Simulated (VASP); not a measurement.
Band structure of Se (space group P3_221). All values below come from HSE06 screened hybrid, VASP's PBE PAW potentials (set 64) (plane waves; VASP).

Without a dispersion term in the relaxation, distances and binding between the weakly bound layers, chains or molecules are unreliable, and so is what depends on them.

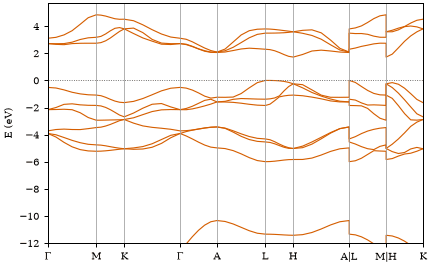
Bands along high-symmetry lines, zero at the valence-band maximum or, without a gap, the Fermi level

Question: Read the plot: is there a gap, and where are the band edges?

Answer: The gap is indirect, 1.72 eV, from the valence maximum at L to the conduction minimum at H.

The structure comes from a measured Se entry (P3_221) of the Crystallography Open Database, whose conditions weren't checked. It was relaxed first, which changed the volume by +7 %. The cell's shape comes from a PBE relaxation.
